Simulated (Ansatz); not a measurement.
## SrTiO3 (I4/mcm): the dielectric response by several routes

How strongly does SrTiO3 (I4/mcm) screen? Routes: perturbation theory, a sum over states and the RPA step of G0W0.

Main program and level: Ansatz 0.2.0; linear response on PBE, plane waves, PAW.

## Step 1: Set-up

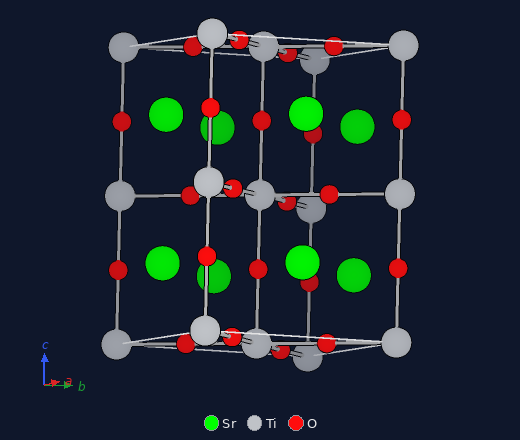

The starting structure, seen from a free direction (strontium green, titanium light grey, oxygen red). This picture shows the conventional cell, with its axes. Some periodic images of atoms are drawn too.

The cell and positions come from the Crystallography Open Database and are kept as given unless a step says otherwise. The default PAW set here is soft_2. Its files were made with PBE.

## Step 2: Response to a homogeneous field

The response to a uniform field gives ε∞, a yardstick for the screening that GW builds on its mesh.

This step: dielectric response by perturbation theory, PBE, plane waves, PAW.

Contents of input.yaml:

```yaml
crystal:
  lattice:
    - [-2.7555, 2.7555, 3.898]
    - [2.7555, -2.7555, 3.898]
    - [2.7555, 2.7555, -3.898]
  atoms:
    - { symbol: Sr, position: [0.75, 0.25, 0.5] }
    - { symbol: Sr, position: [0.25, 0.75, 0.5] }
    - { symbol: Ti, position: [0.0, 0.0, 0.0] }
    - { symbol: Ti, position: [0.5, 0.5, 0.0] }
    - { symbol: O, position: [0.25, 0.25, 0.0] }
    - { symbol: O, position: [0.75, 0.75, 0.0] }
    - { symbol: O, position: [0.7451, 0.2451, 0.9902] }
    - { symbol: O, position: [0.2451, 0.2549, 0.5] }
    - { symbol: O, position: [0.2549, 0.7549, 0.0098] }
    - { symbol: O, position: [0.7549, 0.7451, 0.5] }
kpoints:
  mp_grid: { grid: [6, 6, 6] }
hamiltonian:
  xc: pbe
scf:
  occupations: { method: fixed }
dielectric: {}
```

Command:

```console
$ ansatz run input.yaml --threads 3 --pin off --max-ram 92160MiB --backend cuda --events-out ev --progress --plain --runs-dir out --devices 1 --max-vram 13GiB  # rebuilt from the run's record
```

Numbers of over 12 decimals in the logs are rounded to 6 here.

What it wrote:

```text
GPUs: using 1 of 1 available (devices: 1).
Engine: ansatz 0.2.0, x86_64-unknown-linux-gnu
Pseudopotentials: kind: paw
Pseudopotential: Sr, paw, valence charge 10, recommended cutoff 420 eV (normal), Sr.paw.azcp
Pseudopotential: Ti, paw, valence charge 12, recommended cutoff 420 eV (normal), Ti.paw.azcp
Pseudopotential: O, paw, valence charge 6, recommended cutoff 420 eV (normal), O.paw.azcp
Functional definition: PBE
  parameter kappa = 0.804
  parameter beta = 0.066725
  exchange = pbe_x(kappa = kappa, mu = beta*pi^2/3)
  correlation = pbe_c(beta = beta)
device memory: the entry about to start is reckoned to put 2.9 GiB on a device that reports 62.7 GiB free (of which the cap on the GPU budget leaves the run 13.0 GiB)
GPU FFT provider: cuFFT
GPU libraries: cuBLAS 13.8.2, cuFFT 12.4.0, cuSOLVER 12.3.4
Crystal: 10 atoms, lattice volume = 118.387 Å³
Basis set: ecut = 420 eV, 2277 PW (Γ), exchange–correlation on 80×80×80 points (8 copies of the dense FFT grid, shifted against one another)
Bands: 50, of which v1, the nominal top of the filled ones, is band 40 counted from 1 (39 counted from 0)
Symmetry: 16 space group operations
k-points: 68 of 216 (irreducible under 2 space group operations, time reversal used)
Non-local potential: Sr, projectors of the file, l = 0: 3, l = 1: 2, l = 2: 2
Non-local potential: Ti, projectors of the file, l = 0: 3, l = 1: 2, l = 2: 3, l = 3: 1
Non-local potential: O, projectors of the file, l = 0: 2, l = 1: 2, l = 2: 1
PAW form: soft (Blöchl's): semilocal exchange-correlation on the pseudo side does not see the compensation charge
PAW one-centre angular grid: Sr, 110 points (default); XC on 64 Gauss nodes
PAW one-centre angular grid: Ti, 590 points (default); XC on 64 Gauss nodes
PAW one-centre angular grid: O, 110 points (default); XC on 64 Gauss nodes
Initial density: superposition of atomic densities (neutral atoms: chi_scale 0, normalization atom), corrected by the library's trained network
Initial wavefunctions: pseudopotential atomic-orbital guess
GPU buffer pool allocated for 64000 grid points (all kernels)
GPU transforms: local potential and band sums: pruned to the plane-wave sphere, on 40×40×40
Functional: x = pbe(κ = 0.804, μ = 0.219515), c = pbe(β = 0.066725)
SCF iter   1: F=—  HF=-15508.915667 eV  |F-HF|=—  |Δ(HF+E_count)|=         —  Δρ=2.01e-3  dr2=2.69e-3  ethr=1.77e-3  ⟨swp⟩=4.9  Hψ=13407  notcnv=0  defer=427
preconditioner: auto → Resta (q_TF=auto, 2.556 Å⁻¹)  ε∞=5.7  [insulator: Δε(μ)=1.885 eV  Ē_g=12.222 eV  n_scr=26 (ndim 8)  ℏωp=26.4 eV  f_vac=0.000  ε∞_Penn≈5.7]
SCF iter   2: F=—  HF=-15508.916339 eV  |F-HF|=—  |Δ(HF+E_count)|=   6.72e-4  Δρ=1.20e-3  dr2=9.12e-4  ethr=3.36e-6  ⟨swp⟩=3.1  Hψ=7661  notcnv=0  defer=529
SCF iter   3: F=—  HF=-15508.916397 eV  |F-HF|=—  |Δ(HF+E_count)|=   5.78e-5  Δρ=5.96e-4  dr2=8.78e-5  ethr=1.14e-6  ⟨swp⟩=2.0  Hψ=4584  notcnv=0  defer=525
SCF iter   4: F=—  HF=-15508.916480 eV  |F-HF|=—  |Δ(HF+E_count)|=   8.33e-5  Δρ=1.49e-4  dr2=7.73e-6  ethr=1.10e-7  ⟨swp⟩=2.5  Hψ=4714  notcnv=0  defer=418
SCF iter   5: F=—  HF=-15508.916366 eV  |F-HF|=—  |Δ(HF+E_count)|=   1.14e-4  Δρ=2.25e-5  dr2=4.83e-7  ethr=9.66e-9  ⟨swp⟩=2.3  Hψ=4881  notcnv=0  defer=271
SCF iter   6: F=—  HF=-15508.916366 eV  |F-HF|=—  |Δ(HF+E_count)|=   2.63e-7  Δρ=5.95e-6  dr2=4.07e-8  ethr=6.03e-10  ⟨swp⟩=2.4  Hψ=5717  notcnv=0  defer=272
SCF iter   7: F=—  HF=-15508.916366 eV  |F-HF|=—  |Δ(HF+E_count)|=   9.08e-9  Δρ=2.08e-6  dr2=6.31e-9  ethr=5.08e-11  ⟨swp⟩=2.0  Hψ=4410  notcnv=0  defer=272
SCF iter   8: F=—  HF=-15508.916366 eV  |F-HF|=—  |Δ(HF+E_count)|=  7.46e-11  Δρ=1.51e-6  dr2=2.82e-9  ethr=7.89e-12  ⟨swp⟩=2.0  Hψ=5111  notcnv=0  defer=272
SCF iter   9: F=—  HF=-15508.916366 eV  |F-HF|=—  |Δ(HF+E_count)|=  3.97e-10  Δρ=3.60e-7  dr2=2.96e-10  ethr=3.52e-12  ⟨swp⟩=2.0  Hψ=4582  notcnv=0  defer=272
SCF iter  10: F=-15508.916366 eV  HF=-15508.916366 eV  |F-HF|=3.64e-12  |Δ(HF+E_count)|=  4.18e-11  Δρ=5.36e-8  dr2=2.62e-12  ethr=1.00e-12  ⟨swp⟩=13.5  Hψ=14611  notcnv=0
SCF 1 converged in 10 iterations: F = -15508.916366 eV  dr2 = 2.62e-12
  greatest PAW one-centre occupation: 0.999 electrons in one spin orbital (limit 2), on the Ti atom at site 2 (counted from 0), in its partial waves of l = 0
the response reads at least the filled bands of the reference SCF and the lowest empty band at each k-point, and that SCF's band table does not vouch for those bands. The notice of the band table in this run's record says why
device memory: the entry about to start is reckoned to put 0.8 GiB on a device that reports 54.6 GiB free (of which the cap on the GPU budget leaves the run 12.9 GiB)
NSCF: frozen V_eff on 1 k-points
device memory: the entry about to start is reckoned to put 0.8 GiB on a device that reports 54.1 GiB free (of which the cap on the GPU budget leaves the run 12.9 GiB)
NSCF: frozen V_eff on 1 k-points
device memory: the entry about to start is reckoned to put 0.8 GiB on a device that reports 54.0 GiB free (of which the cap on the GPU budget leaves the run 12.9 GiB)
NSCF: frozen V_eff on 1 k-points
device memory: the entry about to start is reckoned to put 0.1 GiB (of the 0.2 GiB reckoned in all, the device holds 0.1 GiB already) on a device that reports 54.0 GiB free (of which the cap on the GPU budget leaves the run 12.9 GiB)
device memory: the entry about to start is reckoned to put 2.5 GiB (of the 2.6 GiB reckoned in all, the device holds 0.1 GiB already) on a device that reports 54.0 GiB free (of which the cap on the GPU budget leaves the run 12.9 GiB)
DFPT response loops at Γ: preconditioner auto → Resta (q_TF=auto, 2.556 Å⁻¹)  ε∞=5.6 (no band partly filled); β = 1.00, the filter's whole step (`scf.mixing.beta` (0.50) is not read by the response loops at its default; to damp them type it under 1.00, their step now; it binds the ground state too); Broyden in place of MSR1
── the response to a field inside a basis, on 6×6×6 k-points: an SCF that follows is theirs, and a resumed run solves both again ──
device memory: the entry about to start is reckoned to put 0.4 GiB on a device that reports 62.5 GiB free (of which the cap on the GPU budget leaves the run 12.9 GiB)
GPU FFT provider: cuFFT
GPU libraries: cuBLAS 13.8.2, cuFFT 12.4.0, cuSOLVER 12.3.4
Bands: 41, of which v1, the nominal top of the filled ones, is band 40 counted from 1 (39 counted from 0)
k-points: 28 of 216
Initial density: handed on by an earlier stage of this run
Initial wavefunctions: pseudopotential atomic-orbital guess (no wavefunctions were taken with the density)
GPU buffer pool allocated for 64000 grid points (all kernels)
GPU transforms: band sums: pruned to the plane-wave sphere, on 40×40×40
Eigensolver: Dense (28 Hₖ)
SCF iter   1: F=—  HF=-15508.704527 eV  |F-HF|=—  |Δ(HF+E_count)|=         —  Δρ=5.96e-4  dr2=1.24e-4  ethr=1.00e-1
preconditioner: auto → Resta (q_TF=auto, 2.556 Å⁻¹)  ε∞=7.6  [insulator: Δε(μ)=1.926 eV  Ē_g=10.289 eV  n_scr=26 (ndim 8)  ℏωp=26.4 eV  f_vac=0.000  ε∞_Penn≈7.6]
SCF iter   2: F=—  HF=-15508.704607 eV  |F-HF|=—  |Δ(HF+E_count)|=   8.05e-5  Δρ=3.25e-4  dr2=5.01e-5  ethr=1.55e-7
SCF iter   3: F=—  HF=-15508.704657 eV  |F-HF|=—  |Δ(HF+E_count)|=   4.93e-5  Δρ=1.90e-4  dr2=3.47e-5  ethr=6.27e-8
SCF iter   4: F=—  HF=-15508.704652 eV  |F-HF|=—  |Δ(HF+E_count)|=   4.54e-6  Δρ=3.10e-5  dr2=1.11e-6  ethr=4.33e-8
SCF iter   5: F=—  HF=-15508.704653 eV  |F-HF|=—  |Δ(HF+E_count)|=   5.73e-7  Δρ=9.37e-6  dr2=1.29e-7  ethr=1.39e-9
SCF iter   6: F=-15508.704653 eV  HF=-15508.704653 eV  |F-HF|=1.93e-8  |Δ(HF+E_count)|=   1.51e-8  Δρ=5.63e-6  dr2=3.36e-8  ethr=1.61e-10
SCF 1 converged in 6 iterations: F = -15508.704653 eV  dr2 = 3.36e-8
device memory: the entry about to start is reckoned to put 0.1 GiB (of the 0.2 GiB reckoned in all, the device holds 0.1 GiB already) on a device that reports 59.0 GiB free (of which the cap on the GPU budget leaves the run 12.8 GiB)
device memory: the entry about to start is reckoned to put 2.5 GiB on a device that reports 58.0 GiB free (of which the cap on the GPU budget leaves the run 12.7 GiB)
DFPT response loops at Γ: mixed as the last ones told, above
SCF converged after 10 iterations
Free energy (F): -15508.916366 eV
Harris-Foulkes:  -15508.916366 eV  (|F-HF|=3.64e-12)
Internal energy: -15508.916366 eV  (E = F + TS)
E sigma→0 (E₀):  -15508.916366 eV
Fermi energy:    10.072767 eV
--- Per-component energies (eV) ---
  E_band       = -402.768220
  E_kinetic    = 2098.514626
  E_local      = -4752.503842  (includes V_loc(G=0)·N_el)
  E_nonlocal   = 696.187653
  E_hartree    = 1664.765135
  E_xc         = -993.729375
  E_vxc        = -1145.582811  (∫ρ·V_xc dr)
  E_paw        = -8427.702166  (= ΣΔE_a)
  E_vpaw       = -628.929377  (= ΣTr[D̂ρ^β])
  E_aug_tail   = 0.015243  (compensation charges beyond the density's cutoff)
  E_ewald      = -5794.463639
  E_smearing   = -0.000000  (= −TS)
  E_closure    = 0.000000  (closes the sum)
  Σ components = -15508.916366   (vs F -15508.916366, Δ=0.00e0)
--- Band table (eV; the first three rows and the last of 68) ---
  k-point 0: bands = [... 36 lower, 9.7345, 10.0667, 10.0728, 10.0728, 11.9762, 11.9762, 11.9770, 14.4394, ... 6 higher]
  k-point 1: bands = [... 36 lower, 9.5846, 9.7484, 9.7496, 10.0512, 12.0162, 12.5510, 12.5523, 14.3684, ... 6 higher]
  k-point 2: bands = [... 36 lower, 9.0161, 9.4180, 9.4180, 10.0084, 12.0996, 13.4873, 13.4881, 14.0510, ... 6 higher]
  k-point 67: bands = [... 36 lower, 8.5129, 9.3580, 9.3580, 9.9861, 12.1445, 13.8945, 13.8945, 13.9399, ... 6 higher]
--- Dielectric response (ions clamped): 3 representative field directions + reference, inside a basis on a mesh of 216 k-points (Σ response iterations 15) ---
  ε∞ (high-frequency dielectric tensor):
        6.228989    -0.000000     0.000000
       -0.000000     6.228989     0.000000
        0.000000     0.000000     6.229412
  Born effective charges Z* (e; rows j = field, columns β = displacement):
    site 0:
         2.55636    0.00000   -0.00000
        -0.00000    2.55636   -0.00000
        -0.00000   -0.00000    2.55820
    site 1:
         2.55636   -0.00000   -0.00000
        -0.00000    2.55636   -0.00000
        -0.00000    0.00000    2.55820
    site 2:
         7.31048   -0.06619   -0.00000
         0.06619    7.31048    0.00000
        -0.00000   -0.00000    7.30445
    site 3:
         7.31048    0.06619   -0.00000
        -0.06619    7.31048   -0.00000
        -0.00000   -0.00000    7.30445
    site 4:
        -2.02849    0.00000   -0.00000
        -0.00000   -2.02849    0.00000
        -0.00000    0.00000   -5.80051
    site 5:
        -2.02849    0.00000    0.00000
        -0.00000   -2.02849   -0.00000
         0.00000    0.00000   -5.80051
    site 6:
        -3.91917    1.88826    0.00000
         1.88826   -3.91917   -0.00000
        -0.00000   -0.00000   -2.03107
    site 7:
        -3.91917   -1.88826   -0.00000
        -1.88826   -3.91917    0.00000
        -0.00000   -0.00000   -2.03107
    site 8:
        -3.91917    1.88826   -0.00000
         1.88826   -3.91917   -0.00000
        -0.00000   -0.00000   -2.03107
    site 9:
        -3.91917   -1.88826    0.00000
        -1.88826   -3.91917    0.00000
         0.00000   -0.00000   -2.03107
  Z* charge neutrality: 8.334e-3 e pre-enforcement
  solved inside a basis spanned on kpoints, on 6×6×6 k-points, its susceptibility summed on 10×10×10: ε∞ is read to err by 2.9e-2, Z* by 4.5e-2 e (field_mesh: kpoints solves on kpoints); Z* is corrected for what the basis lacks
```

Elapsed: 45 s, on 1 × NVIDIA H100 80GB HBM3 (shared by 6 runs) with 3 threads of AMD EPYC 7R13 (Zen 3), shared host; peak memory 2.4 GiB; 1.7 min of CPU time.

This step gave:

| Quantity | Value |
| --- | --- |
| stated error of ε∞ | 0.029 |

One over ε∞ averages 0.16, under the quarter of exact exchange in PBE0, which by this rule of thumb may open the gap too far.

High-frequency dielectric tensor:

```
6.23 0.00 0.00
0.00 6.23 0.00
0.00 0.00 6.23
```

Born effective charge (e), principal values of the symmetric part by kind of site:

| atom | atoms with these values | low | middle | high | mean |
| --- | --- | --- | --- | --- | --- |
| Sr1 | 2 | 2.56 | 2.56 | 2.56 | 2.56 |
| Ti3 | 2 | 7.30 | 7.31 | 7.31 | 7.31 |
| O5 | 6 | -5.80 | -2.03 | -2.03 | -3.29 |

In full for O5:

```
-2.03  0.00  0.00
 0.00 -2.03  0.00
 0.00  0.00 -5.80
```

## Step 3: Independent-particle spectrum

The independent-particle spectrum shows where the oscillator strength lies, before excitons and local fields.

This step: independent-particle optics on PBE, plane waves, PAW.

Edit input.yaml of step 2 so:

```diff
@@ -22,2 +22,4 @@
   occupations: { method: fixed }
-dielectric: {}
+  n_extra_bands: 81
+output:
+  optics: { e_range: [0, 25], de: 0.1, sigma: 0.2 }
```

What it wrote:

```text
[...]
GPUs: using 1 of 1 available (devices: 1).
[...]
GPU FFT provider: cuFFT
GPU libraries: cuBLAS 13.8.2, cuFFT 12.4.0, cuSOLVER 12.3.4
Crystal: 10 atoms, lattice volume = 118.387 Å³
Basis set: ecut = 420 eV, 2277 PW (Γ)
Bands: 121, of which v1, the nominal top of the filled ones, is band 40 counted from 1 (39 counted from 0)
Symmetry: 16 space group operations
[...]
k-points: 30 of 216
[...]
GPU buffer pool allocated for 64000 grid points (all kernels)
[...]
SCF iter   1: F=—  HF=-15508.914599 eV  |F-HF|=—  |Δ(HF+E_count)|=         —  Δρ=1.98e-3  dr2=2.21e-3  ethr=1.77e-3  ⟨swp⟩=4.3  Hψ=12918  notcnv=0  defer=2263
[...]
SCF iter  10: F=-15508.916530 eV  HF=-15508.916530 eV  |F-HF|=1.09e-11  |Δ(HF+E_count)|=  3.46e-11  Δρ=3.37e-8  dr2=8.68e-13  ethr=1.00e-12  ⟨swp⟩=12.8  Hψ=29216  notcnv=0
SCF 1 converged in 10 iterations: F = -15508.916530 eV  dr2 = 8.68e-13
[...]
Optics k sum: 0 of 30 k-points
Optics k sum: 2 of 30 k-points
[...]
Optics k sum: 30 of 30 k-points
[...]
SCF converged after 10 iterations
Free energy (F): -15508.916530 eV
[...]
Internal energy: -15508.916530 eV  (E = F + TS)
E sigma→0 (E₀):  -15508.916530 eV
Fermi energy:    10.072766 eV
[...]
--- Band table (eV; the first three rows and the last of 30) ---
  k-point 0: bands = [... 36 lower, 9.7345, 10.0667, 10.0728, 10.0728, 11.9762, 11.9762, 11.9770, 14.4394, ... 77 higher]
  k-point 1: bands = [... 36 lower, 9.5846, 9.7484, 9.7496, 10.0512, 12.0163, 12.5510, 12.5523, 14.3684, ... 77 higher]
  k-point 2: bands = [... 36 lower, 9.0161, 9.4180, 9.4180, 10.0084, 12.0996, 13.4873, 13.4881, 14.0510, ... 77 higher]
  k-point 29: bands = [... 36 lower, 8.5129, 9.3580, 9.3580, 9.9861, 12.1445, 13.8945, 13.8945, 13.9399, ... 77 higher]
```

Elapsed: 34 s, on 1 × NVIDIA H100 80GB HBM3 (shared by 6 runs) with 3 threads; peak memory 2.3 GiB; 70 s of CPU time.

Numbers from this step:

```yaml
eps_infinity_without_local_fields_xx_yy_zz: 6.338, 6.338, 6.339
electrons_in_the_f_sum_xx_yy_zz: 55.03, 55.03, 55.04
bands_in_the_explicit_sum_the_static_value_is_completed_to_all_bands: 121
```

The sum gives ε∞ = 6.34 without local fields.

Independent particles, no local fields, Gaussian width 0.2 eV. The ε₂ by photon energy; read off at these points:

| photon energy (eV) | xx=yy | zz |
| --- | --- | --- |
| 1.0 | 0 | 0 |
| 2.0 | 0.0193 | 0.0214 |
| 3.0 | 3.41 | 3.41 |
| 4.0 | 6.51 | 6.51 |
| 4.4 | 9.05 | 9.06 |
| 5.0 | 5.49 | 5.47 |
| 6.0 | 2.94 | 2.95 |
| 7.0 | 3.56 | 3.54 |
| 7.5 | 5.19 | 5.21 |
| 8.0 | 4.79 | 4.80 |
| 9.0 | 3.77 | 3.76 |
| 10.0 | 3.26 | 3.26 |
| 11.0 | 2.96 | 2.96 |
| 11.3 | 3.45 | 3.45 |
| 12.0 | 2.10 | 2.10 |
| 13.0 | 0.813 | 0.819 |
| 14.0 | 0.660 | 0.661 |
| 15.0 | 0.572 | 0.575 |
| 16.0 | 0.847 | 0.847 |
| 17.0 | 0.974 | 0.972 |
| 18.0 | 1.49 | 1.49 |
| 19.0 | 1.51 | 1.51 |
| 20.0 | 1.76 | 1.75 |
| 21.0 | 1.55 | 1.54 |
| 22.0 | 2.79 | 2.77 |
| 23.0 | 3.66 | 3.67 |
| 23.5 | 4.10 | 4.12 |
| 24.0 | 2.59 | 2.60 |
| 25.0 | 0.764 | 0.766 |

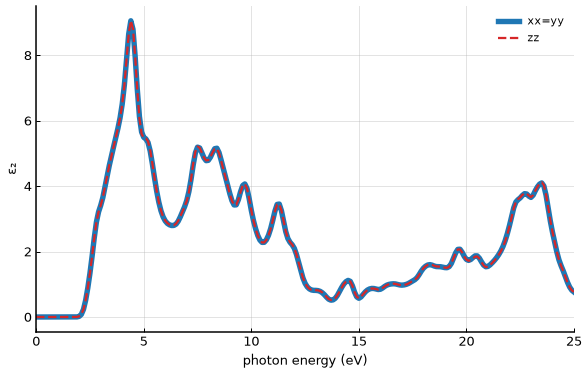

ε₂ against photon energy.

[end of part 1 of 2]

[Paths, hosts, dates, memory and timing lines, banners, echoed tables and standing remarks are left out of the program output.]

[Logs are printed without paths, hosts, clocks, repeated set-up lines and the standing remarks that a program may print on its own settings, such as how far it seeks lower states.]

[Runs of the session that timed out or met a known fault of the program may be left out.]

[Cells called generated may have been cut or substituted from an entry of the Crystallography Open Database or the Materials Project.]

[Hosts, paths, dates, database ids (printed as entryN), source tags and the programs' standing remarks are cut or masked in the printed files.]
